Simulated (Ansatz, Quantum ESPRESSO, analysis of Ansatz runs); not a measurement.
## Preparing Li2SnF6 (P-31m) as a host crystal

Before any defect goes in: Li2SnF6 (P-31m) at rest, and how it screens a charge.

Program: Ansatz 0.2.0. Level of theory: plane-wave PAW DFT, PBEsol; relaxation of the host's cell and atoms, in the first sound run; inputs show where later runs differ. Results are calculated unless marked as measured.

## (1) The structure

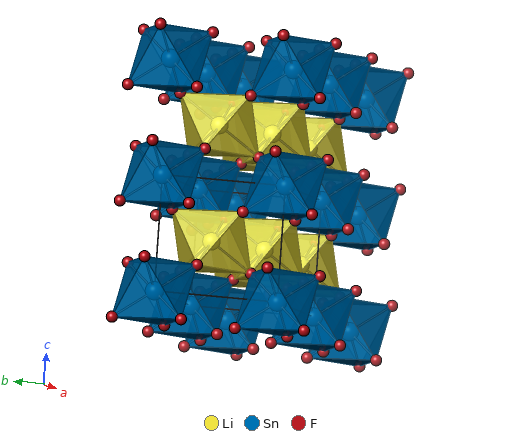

The cell as given, from a free direction (lithium yellow, tin blue, fluorine red). 2×1×2 cells are drawn. Some periodic images of atoms are drawn too.

## (2) Host cell relaxation

Lattice and positions are set free, within the symmetry that the program keeps.

cell/input.yaml reads:

```yaml
crystal:
  lattice:
    - [4.9095139, 0.0, 0.0]
    - [-2.454757, 4.2517638, 0.0]
    - [0.0, 0.0, 4.5380391]
  atoms:
    - { symbol: Li, position: [0.66666667, 0.33333333, 0.5] }
    - { symbol: Li, position: [0.33333333, 0.66666667, 0.5] }
    - { symbol: Sn, position: [0.0, 0.0, 0.0] }
    - { symbol: F, position: [0.32909106, 0.32909106, 0.25502719] }
    - { symbol: F, position: [0.67090894, 0.67090894, 0.74497281] }
    - { symbol: F, position: [0.67090894, 0.0, 0.25502719] }
    - { symbol: F, position: [0.32909106, 0.0, 0.74497281] }
    - { symbol: F, position: [0.0, 0.67090894, 0.25502719] }
    - { symbol: F, position: [0.0, 0.32909106, 0.74497281] }
basis:
  ecutwfc: 420
  xc_grid: 2
hamiltonian:
  xc: pbesol
kpoints:
  mp_grid: { grid: [7, 7, 6] }
scf:
  occupations: { method: fixed }
  max_iter: 100
relax:
  f_tol: 0.005
  max_steps: 60
  cell: {}
output:
  forces: true
  stress: true
checkpoint:
  write: "../cell.run"
  compress: false
  write_wavefunctions: false
  write_every: 100000
```

The run is started by

```
$ ansatz run input.yaml --threads 8 --pin off --max-ram 14131MiB --backend cpu --events-out ev --progress --plain --runs-dir out
```

Numbers of over 12 decimals in the logs are rounded to 6 here.

What it wrote:

```text
[... repeated set-up lines and file paths are left out, and long positions are rounded to six places ...]
Engine: ansatz 0.2.0, aarch64-unknown-linux-gnu
Pseudopotentials: kind: paw
Pseudopotential: Li, paw, valence charge 3, recommended cutoff 420 eV (normal), Li.paw.azcp
Pseudopotential: Sn, paw, valence charge 14, recommended cutoff 420 eV (normal), Sn.paw.azcp
Pseudopotential: F, paw, valence charge 7, recommended cutoff 420 eV (normal), F.paw.azcp
Functional definition: PBEsol
  exchange = pbesol_x
  correlation = pbesol_c
Crystal: 9 atoms, lattice volume = 94.727 Å³
Basis set: ecut = 420 eV, 1845 PW (Γ), exchange–correlation on 72×72×64 points (8 copies of the dense FFT grid, shifted against one another)
Bands: 40, of which v1, the nominal top of the filled ones, is band 31 counted from 1 (30 counted from 0)
Symmetry: 12 space group operations
Space group: P-31m (ITA 162), of the structure as read, at distance tolerance 4.6e-5 Å
k-points: 40 of 294
Non-local potential: Li, projectors of the file, l = 0: 3, l = 1: 2, l = 2: 1
Non-local potential: Sn, projectors of the file, l = 0: 2, l = 1: 2, l = 2: 2, l = 3: 2
Non-local potential: F, projectors of the file, l = 0: 2, l = 1: 2, l = 2: 1
PAW form: soft (Blöchl's): semilocal exchange-correlation on the pseudo side does not see the compensation charge
PAW frozen core: Sn, regenerated for the run's functional, and the local potential with it (the file was generated under x = pbe(κ = 0.804, μ = 0.219515), c = pbe(β = 0.066725))
PAW frozen core: F, regenerated for the run's functional, and the local potential with it (the file was generated under x = pbe(κ = 0.804, μ = 0.219515), c = pbe(β = 0.066725))
PAW one-centre angular grid: Li, 110 points (default); XC on 64 Gauss nodes
PAW one-centre angular grid: Sn, 590 points (default); XC on 64 Gauss nodes
PAW one-centre angular grid: F, 110 points (default); XC on 64 Gauss nodes
Initial density: superposition of atomic densities (neutral atoms: chi_scale 0, normalization atom), corrected by the library's trained network
Initial wavefunctions: pseudopotential atomic-orbital guess
Functional: x = pbesol(κ = 0.804, μ = 0.123457), c = pbesol(β = 0.046)
SCF iter   1: F=—  HF=-11166.445378 eV  |F-HF|=—  |Δ(HF+E_count)|=         —  Δρ=1.55e-2  dr2=1.44e-1  ethr=1.77e-3  ⟨swp⟩=4.5  Hψ=6157  notcnv=0  defer=262
preconditioner: auto → Resta (q_TF=auto, 2.542 Å⁻¹)  ε∞=2.9  [insulator: Δε(μ)=5.136 eV  Ē_g=20.811 eV  n_scr=20 (ndim 8)  ℏωp=29.1 eV  f_vac=0.043  ε∞_Penn≈2.9]
SCF iter   2: F=—  HF=-11166.400908 eV  |F-HF|=—  |Δ(HF+E_count)|=   4.45e-2  Δρ=2.32e-3  dr2=1.69e-3  ethr=2.32e-4  ⟨swp⟩=2.4  Hψ=2816  notcnv=0  defer=277
SCF iter   3: F=—  HF=-11166.400580 eV  |F-HF|=—  |Δ(HF+E_count)|=   3.29e-4  Δρ=9.04e-4  dr2=4.95e-4  ethr=2.73e-6  ⟨swp⟩=2.0  Hψ=2734  notcnv=0  defer=120
automatic band count: iteration 3 solves 36 bands in place of 40: the levels show a gap, and the empty bands left out lie too high to hold charge; the band table lists the bands solved (type scf.n_extra_bands for more)
SCF iter   4: F=—  HF=-11166.400683 eV  |F-HF|=—  |Δ(HF+E_count)|=   1.03e-4  Δρ=2.61e-4  dr2=5.16e-5  ethr=7.99e-7  ⟨swp⟩=2.0  Hψ=2734  notcnv=0  defer=111
SCF iter   5: F=—  HF=-11166.400624 eV  |F-HF|=—  |Δ(HF+E_count)|=   5.87e-5  Δρ=4.47e-5  dr2=2.21e-6  ethr=8.32e-8  ⟨swp⟩=2.8  Hψ=2954  notcnv=0  defer=32
SCF iter   6: F=-11166.400627 eV  HF=-11166.400627 eV  |F-HF|=9.34e-8  |Δ(HF+E_count)|=   2.88e-6  Δρ=7.33e-6  dr2=7.59e-8  ethr=1.61e-10  ⟨swp⟩=3.0  Hψ=6232  notcnv=0
SCF 1 converged in 6 iterations: F = -11166.400627 eV  dr2 = 7.59e-8
  greatest PAW one-centre occupation: 1.000 electrons in one spin orbital (limit 2), on the Li atom at site 1 (counted from 0), in its partial waves of l = 0
relax step   1: F+E_penalty+E_count = -11166.40062696 eV  Δ(F+E_penalty+E_count) = +0.000e0 eV  max|allowed force component| = 6.600e-2 eV/Å  Δτ_max = 0.0000 Å  P = +1.426 GPa  Ω = 94.727 Å³  (6 SCF iters, dr2 threshold 1.00e-7 eV, accepted)
[... the SCF cycles and remarks between the steps are left out from here to the last step ...]
relax step   2: F+E_penalty+E_count = -11166.40363930 eV  Δ(F+E_penalty+E_count) = -3.012e-3 eV  max|allowed force component| = 6.127e-2 eV/Å  Δτ_max = 0.0048 Å  P = +0.722 GPa  Ω = 95.608 Å³  energy of the carried Pulay correction = -4.792e-3 eV  (5 SCF iters, dr2 threshold 9.00e-7 eV, accepted)
relax step   3: F+E_penalty+E_count = -11166.40192578 eV  Δ(F+E_penalty+E_count) = +1.714e-3 eV  max|allowed force component| = 1.002e-2 eV/Å  Δτ_max = 0.0094 Å  P = -0.012 GPa  Ω = 96.900 Å³  energy of the carried Pulay correction = -1.174e-2 eV  (5 SCF iters, dr2 threshold 9.00e-7 eV, accepted)
relax step   4: F+E_penalty+E_count = -11166.40163933 eV  Δ(F+E_penalty+E_count) = +2.865e-4 eV  max|allowed force component| = 1.941e-3 eV/Å  Δτ_max = 0.0015 Å  P = -0.009 GPa  Ω = 96.959 Å³  energy of the carried Pulay correction = -1.206e-2 eV  (5 SCF iters, dr2 threshold 6.28e-9 eV, accepted)
relax step   5: F+E_penalty+E_count = -11166.41526229 eV  Δ(F+E_penalty+E_count) = -1.362e-2 eV  max|allowed force component| = 1.758e-3 eV/Å  Δτ_max = 0.0000 Å  P = +0.251 GPa  Ω = 96.959 Å³  stress off target by 2.70e-1 GPa  SCF on the basis re-selected at this cell (its energy is not comparable with the rows above)  (6 SCF iters)
relax step   6: F+E_penalty+E_count = -11166.41376537 eV  Δ(F+E_penalty+E_count) = +1.497e-3 eV  max|allowed force component| = 6.116e-4 eV/Å  Δτ_max = 0.0018 Å  P = +0.037 GPa  Ω = 97.294 Å³  energy of the carried Pulay correction = -1.810e-3 eV  (5 SCF iters, dr2 threshold 1.82e-7 eV, accepted)
relax step   7: F+E_penalty+E_count = -11166.41541353 eV  Δ(F+E_penalty+E_count) = -1.648e-3 eV  max|allowed force component| = 6.324e-4 eV/Å  Δτ_max = 0.0000 Å  P = +0.053 GPa  Ω = 97.294 Å³  stress off target by 6.08e-2 GPa  SCF on the basis re-selected at this cell (its energy is not comparable with the rows above)  (5 SCF iters)
relax step   8: F+E_penalty+E_count = -11166.41501295 eV  Δ(F+E_penalty+E_count) = +4.006e-4 eV  max|allowed force component| = 5.255e-6 eV/Å  Δτ_max = 0.0004 Å  P = +0.002 GPa  Ω = 97.372 Å³  energy of the carried Pulay correction = -4.150e-4 eV  (5 SCF iters, dr2 threshold 9.23e-9 eV, accepted)
iter 1 solved again at ethr=9.39e-9 eV; its pass at ethr=3.10e-3 eV (dr2=5.82e-6 eV) is discarded
SCF iter   1: F=—  HF=-11166.415498 eV  |F-HF|=—  |Δ(HF+E_count)|=         —  Δρ=1.03e-5  dr2=1.84e-8  ethr=9.39e-9  ⟨swp⟩=3.5  Hψ=10338  notcnv=0  defer=278
SCF iter   2: F=—  HF=-11166.415407 eV  |F-HF|=—  |Δ(HF+E_count)|=   9.04e-5  Δρ=4.47e-6  dr2=4.47e-9  ethr=2.96e-11  ⟨swp⟩=2.6  Hψ=2749  notcnv=0  defer=278
SCF iter   3: F=—  HF=-11166.415407 eV  |F-HF|=—  |Δ(HF+E_count)|=   3.34e-9  Δρ=2.17e-6  dr2=8.22e-10  ethr=7.21e-12  ⟨swp⟩=2.1  Hψ=2094  notcnv=0  defer=278
SCF iter   4: F=-11166.415407 eV  HF=-11166.415407 eV  |F-HF|=2.91e-11  |Δ(HF+E_count)|=   1.26e-9  Δρ=1.45e-7  dr2=1.85e-11  ethr=1.00e-12  ⟨swp⟩=3.0  Hψ=5782  notcnv=0
SCF 9 converged in 4 iterations: F = -11166.415407 eV  dr2 = 1.85e-11
relax step   9: F+E_penalty+E_count = -11166.41540722 eV  Δ(F+E_penalty+E_count) = -3.943e-4 eV  max|allowed force component| = 1.621e-5 eV/Å  Δτ_max = 0.0000 Å  P = +0.004 GPa  Ω = 97.372 Å³  stress off target by 6.31e-3 GPa  SCF on the basis re-selected at this cell (its energy is not comparable with the rows above)  (4 SCF iters)
basis re-selected at this cell: Δ(F+E_penalty+E_count) = -3.943e-4 eV, ΔP = +0.002 GPa vs the last step (what re-selecting the basis moved, of the pressure what is left beyond the Pulay correction that the steps carried, after the strain that the cell walked [...]
SCF converged after 4 iterations
Free energy (F): -11166.415407 eV
Harris-Foulkes:  -11166.415407 eV  (|F-HF|=2.91e-11)
Internal energy: -11166.415407 eV  (E = F + TS)
E sigma→0 (E₀):  -11166.415407 eV
Fermi energy:    1.790631 eV
--- Per-component energies (eV) ---
  E_band       = -524.838924
  E_kinetic    = 1471.032277
  E_local      = -4678.784272  (includes V_loc(G=0)·N_el)
  E_nonlocal   = 350.132976
  E_hartree    = 1928.171474
  E_xc         = -868.267896
  E_vxc        = -728.818570  (∫ρ·V_xc dr)
  E_paw        = -5280.496437  (= ΣΔE_a)
  E_vpaw       = -794.756925  (= ΣTr[D̂ρ^β])
  E_aug_tail   = 0.012576  (compensation charges beyond the density's cutoff)
  E_ewald      = -4088.755600
  E_core_change = 0.539496  (= ΣΔE_core)
  E_smearing   = -0.000000  (= −TS)
  E_closure    = -0.000000  (closes the sum)
  Σ components = -11166.415407   (vs F -11166.415407, Δ=0.00e0)
--- Forces (eV/Å), atoms counted from 1 ---
  atom   1  Li    -0.00000000     0.00000000     0.00000000
  atom   2  Li     0.00000000    -0.00000000     0.00000000
  atom   3  Sn    -0.00000000     0.00000000     0.00000000
  atom   4  F      0.00000810     0.00001404     0.00001192
  atom   5  F     -0.00000810    -0.00001404    -0.00001192
  atom   6  F     -0.00001621    -0.00000000     0.00001192
  atom   7  F      0.00001621     0.00000000    -0.00001192
  atom   8  F      0.00000810    -0.00001404     0.00001192
  atom   9  F     -0.00000810     0.00001404    -0.00001192
  max |Σ_I F_I| component: 4.32e-19 eV/Å
--- Stress (GPa, compression-positive) ---
        0.006312      -0.000000       0.000000
       -0.000000       0.006312       0.000000
        0.000000       0.000000      -0.001339
  P = ⅓ Tr σ = 0.0038 GPa (0.038 kbar)
--- Relaxed structure (6 steps of the walk, 6 accepted, 3 SCFs on fresh bases) ---
  F+E_penalty+E_count = -11166.41540722 eV   max|allowed force component| = 1.621e-5 eV/Å   (the final SCF, on the basis selected at the relaxed cell)
  cell:  # Å, volume = 97.3715 Å³
    - [4.963002, 2.9182017993584164e-8, 0]
    - [-2.481501, 4.298086, 4.570471623157859e-18]
    - [0, 4.8782058648412195e-18, 4.564703]
  atoms:
    - { symbol: Li, position: [0.666667, 0.333333, 0.5] }
    - { symbol: Li, position: [0.333333, 0.666667, 0.5] }
    - { symbol: Sn, position: [0, 0, 0] }
    - { symbol: F, position: [0.326052, 0.326052, 0.253305] }
    - { symbol: F, position: [0.673948, 0.673948, 0.746695] }
    - { symbol: F, position: [0.673948, 0, 0.253305] }
    - { symbol: F, position: [0.326052, 1.329190766943668e-19, 0.746695] }
    - { symbol: F, position: [5.5367404214152746e-17, 0.673948, 0.253305] }
    - { symbol: F, position: [8.284298798298125e-17, 0.326052, 0.746695] }
```

Elapsed: 8.5 s, on 8 threads of Arm Neoverse V2, shared host; peak memory 0.57 GiB.

Relaxation path:

```csv
step,energy less that of the first step (eV),largest force component (eV/Å),pressure (GPa),volume (Å³)
1,0.0000,0.0660,1.43,94.73
2,-0.0030,0.0613,0.72,95.61
3,-0.0013,0.0100,-0.01,96.90
4,-0.0010,0.0019,-0.01,96.96
5,-0.0146,0.0018,0.25,96.96
6,-0.0131,0.0006,0.04,97.29
7,-0.0148,0.0006,0.05,97.29
8,-0.0144,0.0000,0.00,97.37
9*,-0.0148,0.0000,0.00,97.37
```

Relaxation steps marked * repeat the geometry before them on a plane-wave basis chosen anew for their cell, so energy and pressure can jump there. The log counts 3 steps on a newly chosen plane-wave basis, not all of them marked here; energy and pressure can jump at such steps.

The run keeps the 12 symmetry operations that it works with, so distortions that break them were not tested.

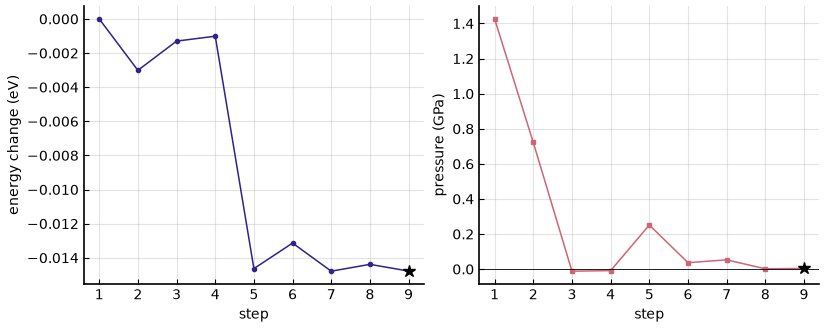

Energy and pressure along the relaxation. Stars mark steps on a basis chosen anew.

```csv
"conventional cell, symmetrised",before,after,change
a (Å),4.910,4.963,+1.1 %
b (Å),4.910,4.963,+1.1 %
c (Å),4.538,4.565,+0.6 %
volume (Å³/atom),10.53,10.82,+2.8 %
```

The atoms that moved most (Å, as changes of fractional coordinates times the final cell):

```csv
atom,dx,dy,dz,length
F6,0.015,0.000,-0.008,0.017
F4,-0.008,-0.013,-0.008,0.017
F5,0.008,0.013,0.008,0.017
F9,0.008,-0.013,0.008,0.017
F7,-0.015,0.000,0.008,0.017
F8,-0.008,0.013,-0.008,0.017
```

Numbers from this step:

| Property | Result |
| --- | --- |
| pressure | 0.003762 GPa |

The relaxation ends with a largest force component of 1.6e-5 eV/Å and a pressure of 0.00 GPa.

## (3) Dielectric tensors of the host

The response to a uniform electric field gives the electronic dielectric tensor.

This step: plane-wave PAW DFPT, PBEsol; dielectric tensors, Born charges and zone-centre modes of the host (Ansatz 0.2.0).

eps/input.yaml reads:

```yaml
crystal:
  lattice:
    - [4.9630018863, 2.92e-08, 0.0]
    - [-2.4815009684, 4.298085698, 0.0]
    - [0.0, 0.0, 4.5647027985]
  atoms:
    - { symbol: Li, position: [0.6666666667, 0.3333333333, 0.5] }
    - { symbol: Li, position: [0.3333333333, 0.6666666667, 0.5] }
    - { symbol: Sn, position: [0.0, 0.0, 0.0] }
    - { symbol: F, position: [0.3260518183, 0.3260518183, 0.2533050106] }
    - { symbol: F, position: [0.6739481817, 0.6739481817, 0.7466949894] }
    - { symbol: F, position: [0.6739481817, 0.0, 0.2533050106] }
    - { symbol: F, position: [0.3260518183, 0.0, 0.7466949894] }
    - { symbol: F, position: [0.0, 0.6739481817, 0.2533050106] }
    - { symbol: F, position: [0.0, 0.3260518183, 0.7466949894] }
basis:
  ecutwfc: 420
hamiltonian:
  xc: pbesol
kpoints:
  mp_grid: { grid: [6, 6, 5] }
scf:
  occupations: { method: fixed }
  max_iter: 100
phonons:
  method: dfpt
  dielectric: true
  rigid_motions: translations
```

What it wrote:

```text
[...]
Crystal: 9 atoms, lattice volume = 97.372 Å³
Basis set: ecut = 420 eV, 1929 PW (Γ), exchange–correlation on 72×72×64 points (8 copies of the dense FFT grid, shifted against one another)
Bands: 40, of which v1, the nominal top of the filled ones, is band 31 counted from 1 (30 counted from 0)
Symmetry: 12 space group operations
k-points: 92 of 180 (irreducible under 1 space group operation, time reversal used)
[...]
SCF iter   1: F=—  HF=-11166.459859 eV  |F-HF|=—  |Δ(HF+E_count)|=         —  Δρ=1.51e-2  dr2=1.42e-1  ethr=1.77e-3  ⟨swp⟩=4.7  Hψ=14218  notcnv=0  defer=593
[...]
SCF iter   8: F=-11166.415770 eV  HF=-11166.415770 eV  |F-HF|=3.09e-11  |Δ(HF+E_count)|=   1.72e-9  Δρ=2.11e-7  dr2=2.64e-11  ethr=1.00e-12  ⟨swp⟩=14.1  Hψ=25580  notcnv=0
SCF 1 converged in 8 iterations: F = -11166.415770 eV  dr2 = 2.64e-11
[...]
NSCF: frozen V_eff on 5 k-points
DFPT response loops at Γ: preconditioner auto → none (the input reference at scf.mixing.eps_inf says where Resta's filter doesn't serve); β = 0.50; Broyden in place of MSR1
SCF converged after 8 iterations
Free energy (F): -11166.415770 eV
[...]
Internal energy: -11166.415770 eV  (E = F + TS)
E sigma→0 (E₀):  -11166.415770 eV
Fermi energy:    1.795182 eV
[...]
--- Band table (eV; the first three rows and the last of 92) ---
[...]
[... further k-points left out ...]
--- Phonons (Γ-DFPT): 6 representative perturbations + reference, on 92 of 180 k-points (Σ response iterations 24) ---
  k mesh reduced under 1 symmetry operation, with k and −k counted as one. Each operation leaves every solved perturbation unchanged. A smaller set is not considered because the run solves the response to a homogeneous field
  ASR residual: 4.724e-5 → 0.000e0 eV/Å²; symmetrization residual: 2.161e-5 eV/Å²
  ASR residual per site (eV/Å²): 1.79e-5 1.79e-5 3.88e-5 3.66e-5 3.66e-5 4.72e-5 4.72e-5 3.66e-5 3.66e-5
  Γ frequencies (cm⁻¹): 0.00 0.00 0.00 166.06 166.06 179.92 185.12 205.72 205.72 247.98 247.98 250.26 250.26 251.97 269.41 297.20 305.25 305.25 341.47 366.30 366.30 464.09 464.09 502.83 502.83 512.28 549.66
  ε∞ (high-frequency dielectric tensor):
        2.285942     0.000000    -0.000000
        0.000000     2.285942    -0.000000
        0.000000    -0.000000     2.296706
  ε⁰ (static dielectric tensor: ions relaxed, cell fixed):
        6.704265     0.000000    -0.000000
        0.000000     6.704265    -0.000000
       -0.000000    -0.000000     8.442315
  ε⁰ − ε∞ (ionic part):
        4.418322     0.000000    -0.000000
        0.000000     4.418322    -0.000000
       -0.000000    -0.000000     6.145610
  softest optical mode at Γ: 166.06 cm⁻¹; the repairs (sum rule, projections) moved no ω² at Γ by more than (4.86 cm⁻¹)²
  Born effective charges Z* (e; rows j = field, columns β = displacement):
    site 0:
         1.15438    0.00000    0.00000
         0.00000    1.15438   -0.00000
        -0.00000   -0.00000    1.20503
    site 1:
         1.15438    0.00000    0.00000
         0.00000    1.15438   -0.00000
        -0.00000   -0.00000    1.20503
    site 2:
         3.66679    0.00000    0.00000
         0.00000    3.66679   -0.00000
        -0.00000   -0.00000    3.69021
    site 3:
        -0.90171   -0.16320   -0.18264
        -0.16320   -1.09015   -0.31635
        -0.17195   -0.29783   -1.01671
    site 4:
        -0.90171   -0.16320   -0.18264
        -0.16320   -1.09015   -0.31635
        -0.17195   -0.29783   -1.01671
    site 5:
        -1.18437   -0.00000    0.36529
        -0.00000   -0.80748    0.00000
         0.34390    0.00000   -1.01671
    site 6:
        -1.18437   -0.00000    0.36529
        -0.00000   -0.80748    0.00000
         0.34390    0.00000   -1.01671
    site 7:
        -0.90171    0.16320   -0.18264
         0.16320   -1.09015    0.31635
        -0.17195    0.29783   -1.01671
    site 8:
        -0.90171    0.16320   -0.18264
         0.16320   -1.09015    0.31635
        -0.17195    0.29783   -1.01671
  Z* charge neutrality: 2.062e-4 e pre-enforcement
  k-mesh period / interband length: 22.8 Å / 1.00 Å = 22.93 at k = (0.0000, 0.0000, 0.0000), direct gap 5.284 eV — 14 or more, which is no proof of convergence
  optical modes at Γ without the LO–TO term, one row a degenerate level:
      ω (cm⁻¹)  modes    IR ((D/Å)²/amu)
        166.06      2             0.0000
        179.92      1             5.6616
        185.12      1             0.0000
        205.72      2             4.4833
[...]
optical modes at Γ + LO–TO along q̂ = [1.0000, 0.0000, 0.0000]:
      ω (cm⁻¹)  modes    IR ((D/Å)²/amu)
[...]
optical modes at Γ + LO–TO along q̂ = [0.0000, 1.0000, 0.0000]:
      ω (cm⁻¹)  modes    IR ((D/Å)²/amu)
[...]
optical modes at Γ + LO–TO along q̂ = [0.0000, 0.0000, 1.0000]:
      ω (cm⁻¹)  modes    IR ((D/Å)²/amu)
[...]
247.98      2             1.3557
        250.26      2             0.0000
        251.97      1             0.0000
        269.41      1             0.0000
        297.20      1             0.0000
        305.25      2            21.3551
        366.30      2             0.0000
        436.63      1             3.6346
        464.09      2             0.0000
        502.83      2            11.6954
        549.66      1             0.0000
        604.92      1            16.4121
```

It took 55 s on 8 threads; peak memory 1.7 GiB; 6.8 min of CPU time.

Electronic dielectric tensor:

```
2.29 0.00 0.00
0.00 2.29 0.00
0.00 0.00 2.30
```

Static dielectric tensor:

```
6.70 0.00 0.00
0.00 6.70 0.00
0.00 0.00 8.44
```

The principal values of the electronic dielectric tensor are 2.29, 2.29 and 2.30. The principal values of the static dielectric tensor are 6.70, 6.70 and 8.44.

(Part 1 of 2 ends here.)

[Logs are printed without paths, hosts, clocks, repeated set-up lines and the standing remarks that a program may print on its own settings, such as how far it seeks lower states.]

[Hosts, paths, dates, database ids (printed as entryN), source tags and the programs' standing remarks are cut or masked in the printed files.]

[Runs of the host that timed out are not shown.]

[For some hosts the program warned that the k-mesh of the response run may be too coarse for force constants and the static dielectric constant; such warnings are not always shown.]
